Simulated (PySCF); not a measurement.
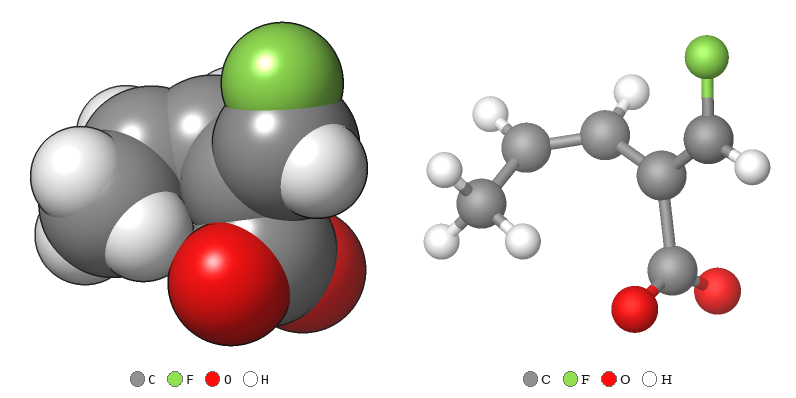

Two views of one molecule.

State: charge −1, singlet. Computed geometry: GFN2-xTB optimisation. No frequency run is at hand to confirm it as a minimum.

Describe the molecule.

Formula C6H6FO2(-). SMILES: `C/C=C\C(=C/F)C(=O)[O-]`. It has no ring. Among its groups: alkene, C–F bond. This geometry has C1 symmetry. Coordination: 1 C tetrahedral; 5 C trigonal planar.

The parts below concern this one geometry. Atoms keep their numbers from picture to picture.

## Geometry

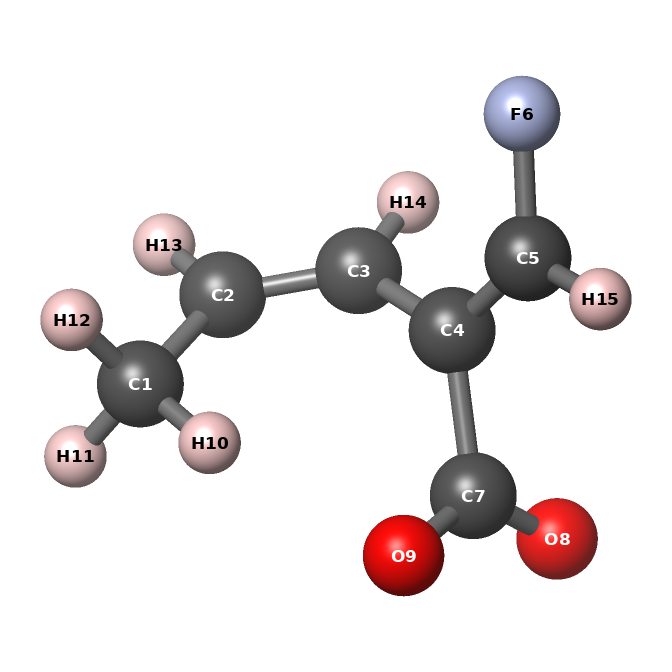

No frequency run is at hand to confirm it as a minimum.

Estimate the angles C2–C1–H10, C2–C1–H11, C2–C3–C4, C2–C3–H14, C3–C2–H13, C4–C3–H14, C4–C5–F6, C4–C5–H15, C4–C7–O9, C5–C4–C7, F6–C5–H15, O8–C7–O9.

```json
{"angle": "C2–C1–H10", "degrees": "110.3"}
{"angle": "C2–C1–H11", "degrees": "110.4"}
{"angle": "C2–C3–C4", "degrees": "126.1"}
{"angle": "C2–C3–H14", "degrees": "119.0"}
{"angle": "C3–C2–H13", "degrees": "119.2"}
{"angle": "C4–C3–H14", "degrees": "114.9"}
{"angle": "C4–C5–F6", "degrees": "123.5"}
{"angle": "C4–C5–H15", "degrees": "126.3"}
{"angle": "C4–C7–O9", "degrees": "114.1"}
{"angle": "C5–C4–C7", "degrees": "116.3"}
{"angle": "F6–C5–H15", "degrees": "110.2"}
{"angle": "O8–C7–O9", "degrees": "131.9"}
```

## NMR shielding

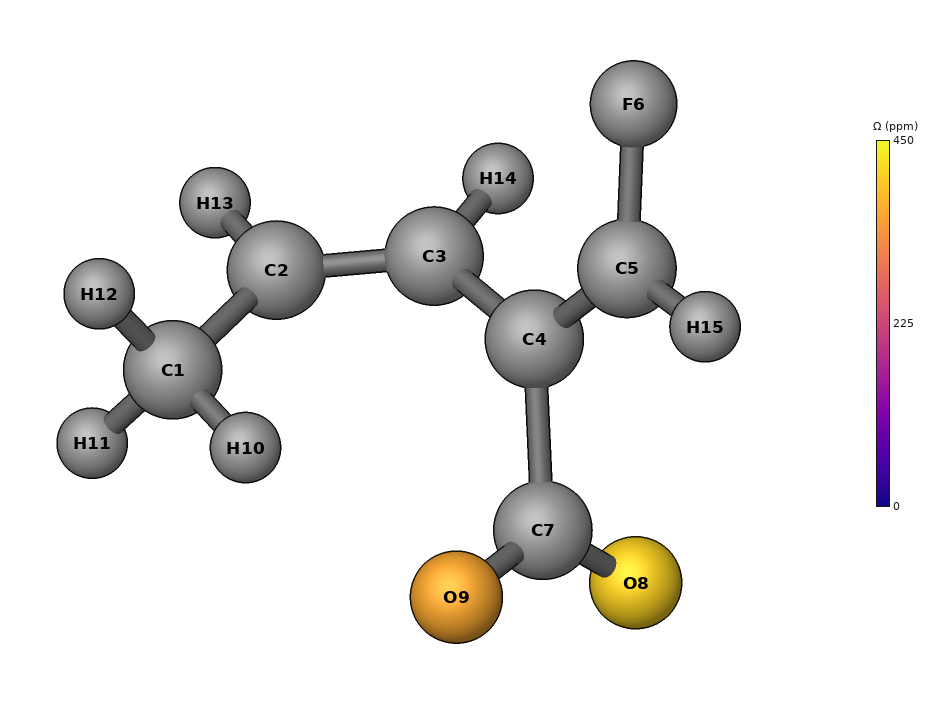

The O atoms are coloured by the span of their shielding tensor. No frequency run is at hand to confirm it as a minimum. Level of theory: GIAO PBE0/pcSseg-1 NMR shielding, non-relativistic, gas phase (PySCF 2.14.0). Principal shieldings σ11 ≤ σ22 ≤ σ33, span Ω = σ33 − σ11, skew κ = 3(σiso − σ22)/Ω.

Which O atom has the most anisotropic shielding?

O8, with a span of 409 ppm.

Give the shielding tensors of the O atoms.

```
atom     σ11    σ22    σ33   σiso      Ω     κ
  O8  −221.1  −58.8  188.1  −30.6  409.2  0.21
  O9  −201.2  −30.8  163.3  −22.9  364.4  0.07
```

Shieldings and span in ppm.

## Electronic properties

No frequency run is at hand to confirm it as a minimum. Level of theory: PBE0/def2-SVPD, gas phase (PySCF 2.14.0).

Predict the main results.

- HOMO energy (Kohn–Sham orbital): −2.01 eV
- mean static polarisability: 90.2 bohr³

## Quadrupole coupling

No frequency run is at hand to confirm it as a minimum. Electric field gradients from the ground-state density, PBE0/pcSseg-1 (PySCF 2.14.0), non-relativistic apart from any core potentials.

Give the largest field-gradient component, the quadrupole coupling constant and the asymmetry for 17O at O8 (Q = −25.6 mb), 17O at O9 (Q = −25.6 mb), 2H at H10 (Q = 2.86 mb), 2H at H11 (Q = 2.86 mb).

```tsv
atom	V_zz (a.u.)	e²qQ/h (MHz)	η
O8	−1.375	8.27	0.31
O9	−1.343	8.08	0.38
H10	0.283	0.190	0.04
H11	0.315	0.212	0.03
```
